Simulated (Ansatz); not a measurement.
Consider BH2OS (doublet).

Input file:

```
crystal:
  periodic: [false, false, false]
  atoms:
    - {symbol: B, position_ang: [-0.010269, -0.358956, 0.571842]}
    - {symbol: S, position_ang: [-1.654179, -0.331906, -0.117159]}
    - {symbol: O, position_ang: [1.074382, 0.232066, 0.049782]}
    - {symbol: H, position_ang: [-1.383686, 0.415950, -1.211315]}
    - {symbol: H, position_ang: [1.875260, 0.106805, 0.565138]}
basis:
  gaussian: {orbitals: def2-TZVPP}
magnetization: {spin_polarized: true, initial_magnetization: 1}
hamiltonian: {xc: pbe0, dispersion: d4}
output: {orbitals: {seedname: orbitals}}
```

Command:

```sh
ansatz run in.yaml --threads 2 --pin off --events-out ev --progress --plain --max-ram 4352MiB
```

Geometry: PBE0-D4/def2-TZVP.

Computed with Ansatz, UKS PBE0-D4/def2-TZVPP.

What will maps of the electron density, electron localisation function and spin density show?

Answer. B–O (1.34 Å): ρ is about 2.2 e/Å³ halfway; the ELF peaks at about 0.90 between the atoms, as expected for a short, strongly polar bond.
B–S (1.78 Å): ρ is about 1.3 e/Å³ halfway; the ELF peaks at about 0.95 between the atoms (a covalent bond).
O–H (0.96 Å): ρ at the midpoint is about 3.8 e/Å³; the ELF climbs to about 1 towards the hydrogen, as it does in any bond to H: a covalent bond by its length.
S–H (1.35 Å): ρ at the midpoint is about 1.5 e/Å³; the ELF climbs to about 1 towards the hydrogen.
The unpaired spin (1 electron) lies mostly on B1 (about 0.8), S2 (about 0.1) and O3 (about 0.1), in electrons by Hirshfeld's partition.

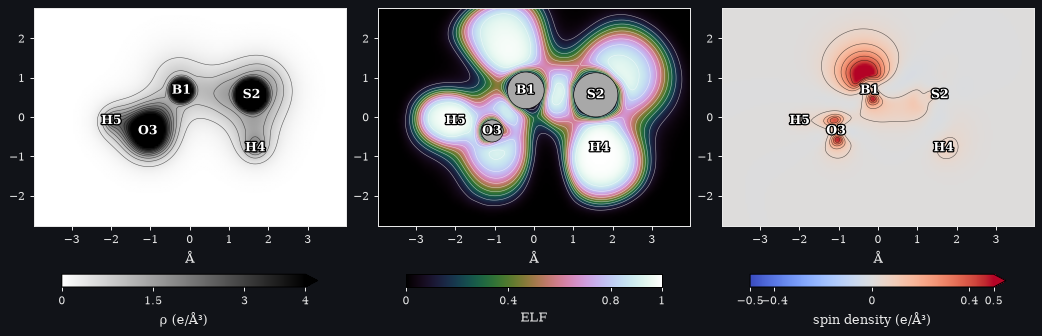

Computed electron density, electron localisation function and spin density on the molecular plane, in this order. Grey discs cover the atomic cores in the ELF map. 
